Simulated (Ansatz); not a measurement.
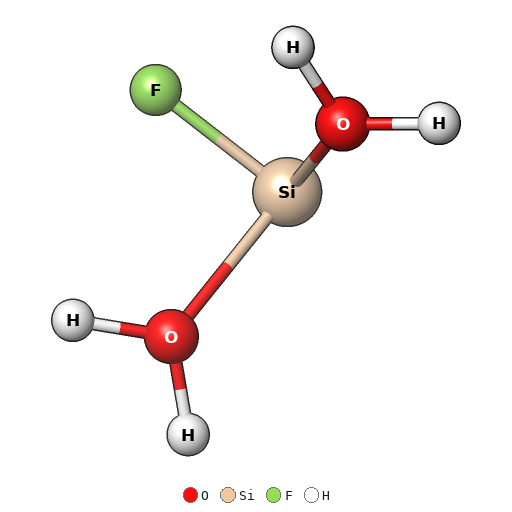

The picture shows the input geometry.

Ansatz 0.2.0 input:

```yaml
crystal:
  periodic: [false, false, false]
  atoms:
    - {symbol: O, position_ang: [0.276529, -1.278710, -0.932821]}
    - {symbol: Si, position_ang: [-0.417409, 0.506276, -0.469306]}
    - {symbol: O, position_ang: [-0.024706, 0.160148, 1.430407]}
    - {symbol: F, position_ang: [1.077820, 1.061851, -0.616488]}
    - {symbol: H, position_ang: [-0.281548, -1.943196, -1.360978]}
    - {symbol: H, position_ang: [1.198112, -1.385995, -1.216226]}
    - {symbol: H, position_ang: [-0.722695, 0.163005, 2.100568]}
    - {symbol: H, position_ang: [0.810563, 0.464022, 1.819183]}
basis:
  gaussian: {orbitals: def2-TZVPP}
total_charge: 1
hamiltonian: {xc: pbe, dispersion: d4}
```

It was started with:

```sh
ansatz run in.yaml --threads 2 --pin off --events-out ev --progress --plain --max-ram 4352MiB
```

Output:

```
Functional definition: PBE
  name "PBE"
  cite "Perdew, Burke & Ernzerhof, Phys. Rev. Lett. 77, 3865 (1996) doi:10.1103/PhysRevLett.77.3865"
  parent pbe
  parameter kappa = 0.804
  parameter beta = 0.06672455060314922
  exchange = pbe_x(kappa = kappa, mu = beta*pi^2/3)
  correlation = pbe_c(beta = beta)
982 factors; their error is unknown
mean field evaluation 1: about -14716.2776 eV, gradient 1.3e2 eV
mean field evaluation 2: about -14606.9788 eV, gradient 2.7e2 eV
mean field evaluation 4: about -14739.6703 eV, gradient 3.2e1 eV
mean field evaluation 8: about -14741.1830 eV, gradient 2.5e-1 eV
mean field evaluation 16: about -14741.1629 eV, gradient 1.7e-4 eV
mean field -14741.16291432 eV, -541.7277451822 hartree, gradient 2.4e-5 eV, S^2 0.000000; 0 other end points of the search recorded, 0 dependent functions left out
reference -14741.16294769 eV, -541.7277464085 hartree; 21, 21 occupied and 170, 170 virtual orbitals, 982 factors
Total energy: -14741.27172161 eV, -541.7317437765 hartree
```
